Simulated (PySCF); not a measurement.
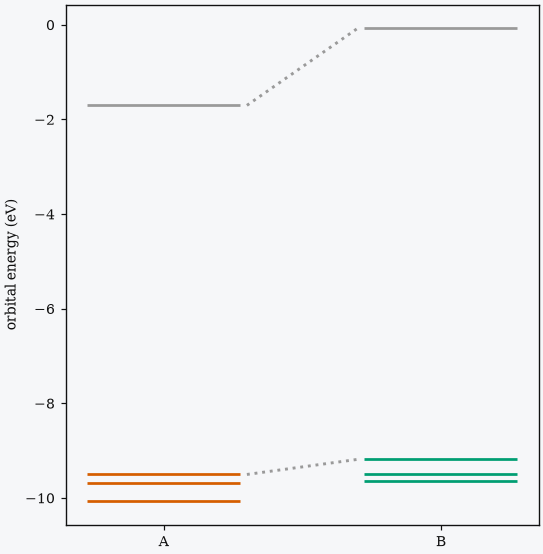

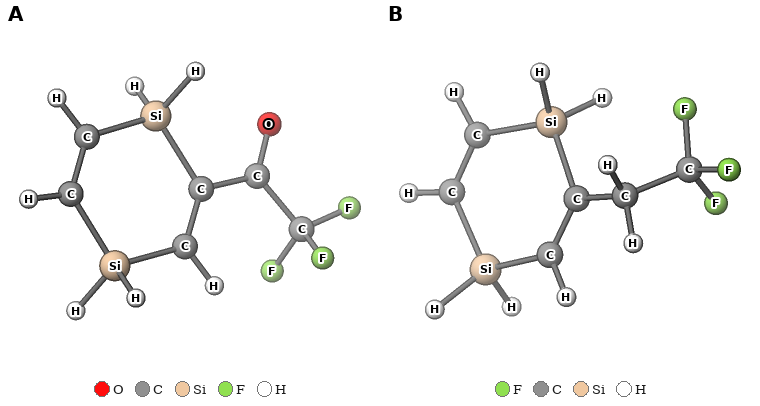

Related molecules: A is C₆H₇F₃OSi₂, SMILES O=C(C1=C[SiH2]C=C[SiH2]1)C(F)(F)F; B is C₆H₉F₃Si₂, SMILES FC(F)(F)CC1=C[SiH2]C=C[SiH2]1. Frontier orbital energies, CAM-B3LYP/def2-SVPD with PySCF, at a PBE0-D3(BJ)/def2-SVP geometry (no frequency check); drawn are at most three filled levels and, in grey, the LUMO with any level within 0.03 eV of it; dotted lines join the HOMOs and the LUMOs.

### What does the change do to the frontier levels?

From A to B the HOMO rises by 0.32 eV and the LUMO rises by 1.63 eV, so the separation goes from 7.80 to 9.11 eV.

Caveats, for all or some of the runs: one conformer of a flexible molecule.
